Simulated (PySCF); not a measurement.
**Frequency calculation of SF4**

- system: SF4
- method: RKS-based PBE0, S def2-TZVP, F def2-TZVP; non-relativistic Hamiltonian; density fitting (PySCF 2.14.0)

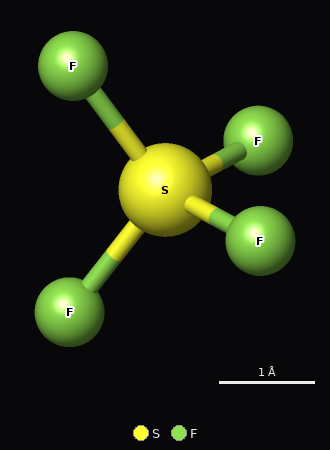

*The input geometry (ball-and-stick view, seen at a tilt).*

Bond lengths as drawn: F–S 1.71 Å.

## Key numbers

| quantity | value |
| --- | --- |
| outcome | converged |
| total energy | −797.076439 hartree |
| HOMO | −8.27 eV |
| LUMO | −2.90 eV |
| zero-point energy | 0.005388 hartree |
| dipole moment | 0.00 D |
| wavenumbers, lowest and highest | 341i and 651 cm⁻¹ |
| hardware | 4 threads of Arm Neoverse V1, 24 GiB of memory available, shared host |
| wall time | 40 s (CPU time 1.9 min) |
| peak memory | 1.8 GiB |

## Remarks

Checks after the run noted: a mode under 25 cm-1 is near the numerical noise.

## The input
```python
from pyscf import gto, scf, dft
mol = gto.M(atom='''
S     -0.000000     0.000000     0.000000
F     -0.989688    -0.989688     0.989688
F      0.989688    -0.989688    -0.989688
F     -0.989688     0.989688    -0.989688
F      0.989688     0.989688     0.989688''',
    basis={'S': 'def2-TZVP', 'F': 'def2-TZVP'},
    charge=0, spin=0)
mf = dft.RKS(mol, xc='PBE0')
mf.grids.atom_grid = (75, 302)
aux = {'S': 'def2-universal-JKFIT', 'F': 'def2-universal-JKFIT'}
mf = mf.density_fit(auxbasis=aux)
mf.conv_tol = 1e-09
mf.diis_space = 10
mf.max_cycle = 60
mf.verbose = 4
mf.kernel()
```

The script is an equivalent of the set-up of the self-consistent field. The run itself was carried out by a driver, which started from the orbitals of the step before it where there was one and computed the further properties.

Run as:
```bash
OMP_NUM_THREADS=4 python axn.py task.json out
```

## What the program printed
```
init E= -797.076439092228
  HOMO = -0.303774151372856  LUMO = -0.106640817246211  gap/eV = 5.36427
cycle= 1 E= -797.076439092224  delta_E= 3.64e-12  |g|= 3.14e-06  |ddm|= 2.98e-06
  HOMO = -0.303774170693345  LUMO = -0.106640884770818  gap/eV = 5.36427
Extra cycle  E= -797.076439092219  delta_E= 5.68e-12  |g|= 8.14e-06  |ddm|= 7.66e-06
converged SCF energy = -797.076439092219
```

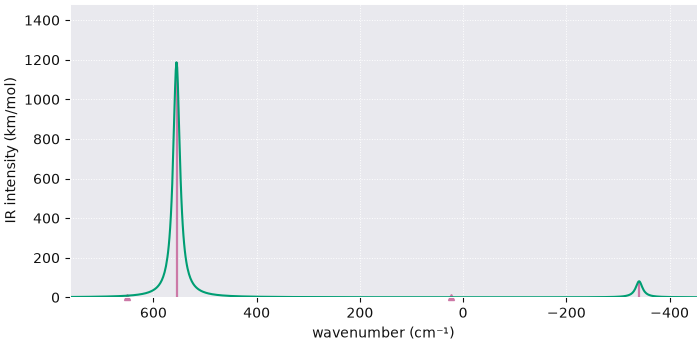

*Harmonic infrared spectrum, unscaled: sticks (degenerate modes added up, dark ones marked on the axis) with a Lorentzian envelope of 16 cm⁻¹ full width, scaled to the tallest stick; imaginary modes are drawn at negative wavenumbers.*

9 modes from 341i to 651 cm⁻¹, 3 imaginary beyond 8i (341i, 341i, 341i cm⁻¹): not a minimum. The strongest line is at 555 cm⁻¹ (1187 km/mol). All modes, in cm⁻¹ (km/mol): 341i (27), 341i (27), 341i (27), 24 (0.0), 24 (0.0), 555 (396), 555 (396), 555 (396), 651 (0.0).

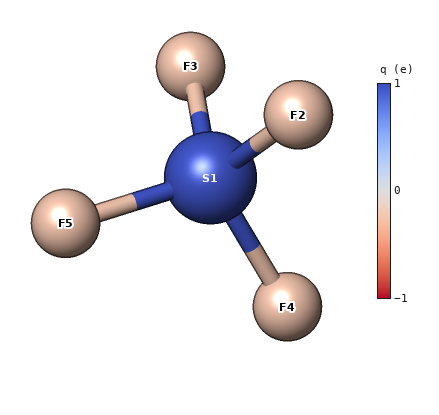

*Mulliken charges, as the colour of each atom (ball-and-stick view, seen at a tilt; atoms are numbered from 1 in the order of the input).*

By element: S +0.96 and F −0.24 e.
